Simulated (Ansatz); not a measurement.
The parent structure is GaAs in the zinc blende structure (space group F-43m, No. 216; a = 5.6667 Å).

Modification: the cell is scaled by 1.0300 in all directions, atoms relaxed at fixed cell.

Level of theory: r2SCAN/PAW in Ansatz (a quantum-chemistry and plane-wave program), no spin-orbit coupling.

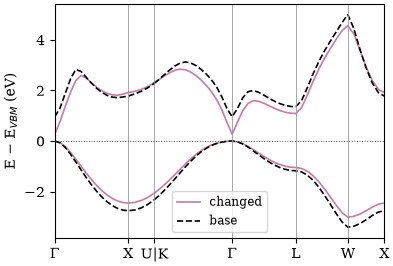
Fig. 1. Highest valence and lowest conduction band along the path, each from its own valence-band maximum

Problem. From the figure, how large is the changed gap, and is it direct?

Solution. About 0.3 eV, direct at Γ.

The cells carry an imposed strain or load. Stability against distortions was not tested.
